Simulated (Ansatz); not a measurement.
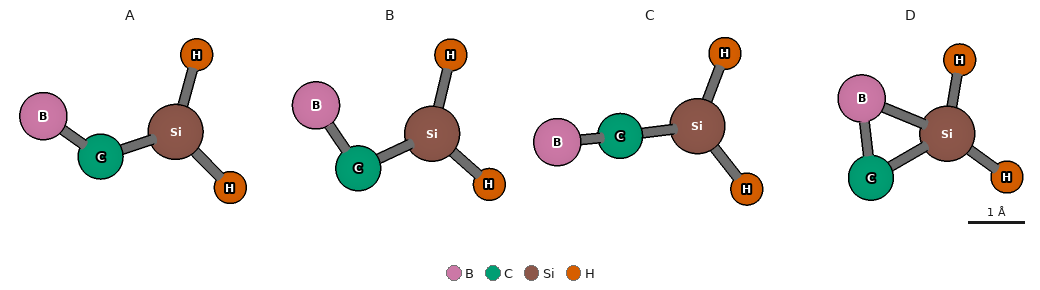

4 geometries from one relaxation of CH₂BSi (multiplicity 2), in shuffled order. The picture is a ball-and-stick view, seen at a tilt.

It is one of the separated reactants of a reaction.

These are results of UKS PBE-D4/def2-SVP (Ansatz), not measurements. (force threshold 0.03 eV/Å; at most 250 steps)

Put them in the order of the run, from the start to the converged end.

Answer. D, B, A, C. They are steps 0, 4, 9, 15, at +15.3 kcal/mol, +2.44 kcal/mol, +1.56 kcal/mol relative to the last. After 14 accepted moves (15 points after the start) the energy has fallen by 15.3 kcal/mol. The largest force component goes from 2.2 to 0.0051 eV/Å. The line search rejected the trial step at point 12 of the run. The atom that moves furthest after the best rigid fit is the B atom (1.25 Å). By element the largest moves are B 1.25 Å, C 0.77 Å, H 0.57 Å, Si 0.32 Å. Some distances before and after: B–Si 1.919 → 3.075 Å, H–Si 1.420 → 1.502 Å, B–C 1.449 → 1.376 Å, C–Si 1.770 → 1.700 Å. Bonds break: B–Si (1.92 → 3.08 Å). Bond angles that change, for instance: B–C–Si 72.4° → 178.8°, C–Si–H 132.9° → 124.3°, H–Si–H 103.5° → 111.3°. The run took 9.5 s on 2 threads of Intel Xeon 6975P-C (shared host).
